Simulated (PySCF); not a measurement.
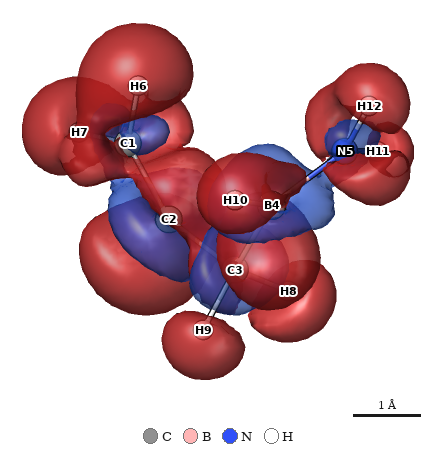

Figure. C3H7BN, doublet, SMILES `C=[C]CBN`. Fukui function f⁻ = ρ(N) − ρ(N−1) at fixed geometry, surfaces at ±0.015 e/Å³ (red positive, blue negative).

Computed with PySCF, PBE/def2-SVPD, geometry: GFN2-xTB. No frequency check shows the geometry to be a minimum. GFN2-xTB doesn't know the spin state, so this open-shell geometry is rough.

Input script:

```python
import numpy as np
from pyscf import gto, scf, dft
from pyscf.scf import atom_ks, atom_hf
from scipy.linalg import block_diag

def solve(mol, dm0=None, hcore=None):
    mf = (dft.UKS if mol.spin else dft.RKS)(mol, xc='pbe')
    mf.grids.level = 3
    mf = mf.density_fit(auxbasis='def2-universal-jkfit')
    mf.conv_tol, mf.max_cycle = 1e-8, 80
    if hcore is not None:
        mf.get_hcore = lambda *args: hcore
    mf.kernel(dm0)
    if not mf.converged:
        mf = mf.newton().run(mf.mo_coeff, mf.mo_occ, max_cycle=30)
    assert mf.converged, 'SCF not converged'
    return mf

mol = gto.M(atom='''
C     -1.84312     0.80542     0.05394
C     -1.29830    -0.34627    -0.17951
C     -0.07411    -1.12781    -0.08944
B      1.05348    -0.19580     0.56660
N      1.83629     0.58601    -0.25900
H     -1.32885     1.65711     0.50613
H     -2.87992     0.99838    -0.18868
H      0.20133    -1.46119    -1.09430
H     -0.27193    -2.01971     0.50955
H      1.17480    -0.11438     1.72855
H      1.75794     0.58090    -1.26290
H      2.51843     1.24776     0.07168
''', basis='def2-svpd', charge=0, spin=1, verbose=4)
mf = solve(mol)
out = dict(e0=mf.e_tot, dm0=mf.make_rdm1(), c=mf.mo_coeff, occ=mf.mo_occ, eps=mf.mo_energy)
for name, dq, spin in [('cation', 1, 0), ('anion', -1, 0)]:
    ion = mol.copy().set(charge=mol.charge + dq, spin=spin).build()
    mi = solve(ion)
    if spin and dq > 0 and mol.nao < 130:
        c, _, stable, _ = mi.stability(return_status=True)
        if not stable:
            mi = solve(ion, mi.make_rdm1(c, mi.mo_occ))
    print(name, 'vertical energy change / eV', (mi.e_tot - mf.e_tot) * 27.211386)
    out.update({'e_' + name: mi.e_tot, 'dm_' + name: mi.make_rdm1(), 's2_' + name: mi.spin_square()[0], 'eps_' + name: mi.mo_energy, 'occ_' + name: mi.mo_occ})
# spherically averaged free atoms, for the promolecule
atm = atom_ks.get_atm_nrks(mol, xc='pbe')
pro = block_diag(*[(atm[a[0]][2] * atm[a[0]][3]) @ atm[a[0]][2].T for a in mol._atom])
np.savez('result.npz', pro=pro, **out)
```

Launched as:

```sh
OMP_NUM_THREADS=1 python input.py
```

The run took 2.3 min on 1 thread of AMD EPYC (Zen 3), on a shared host, peak memory 0.6 GiB.

Partitions, critical points and surface values were worked out afterwards from this run's density.

Which atoms respond most to the removal of an electron?

Answer. f⁻ (Hirshfeld-condensed) is largest on C2 (0.24); the vertical ionisation energy is 7.37 eV (to the singlet cation, which needn't be its lowest state). Condensed values hint at sites of electrophilic attack but needn't mark the atom that reacts. Orbital relaxation makes it negative in places (0.21 e in all).

| atom | f⁻ | charge |
| --- | --- | --- |
| C1 | +0.13 | −0.13 |
| C2 | +0.24 | −0.02 |
| C3 | +0.08 | −0.12 |
| B4 | +0.07 | +0.11 |
| N5 | +0.05 | −0.18 |
| H6 | +0.11 | +0.04 |
| H7 | +0.09 | +0.04 |
| H8 | +0.06 | +0.04 |
| H9 | +0.06 | +0.05 |
| H10 | +0.05 | −0.07 |
| H11 | +0.03 | +0.12 |
| H12 | +0.05 | +0.12 |
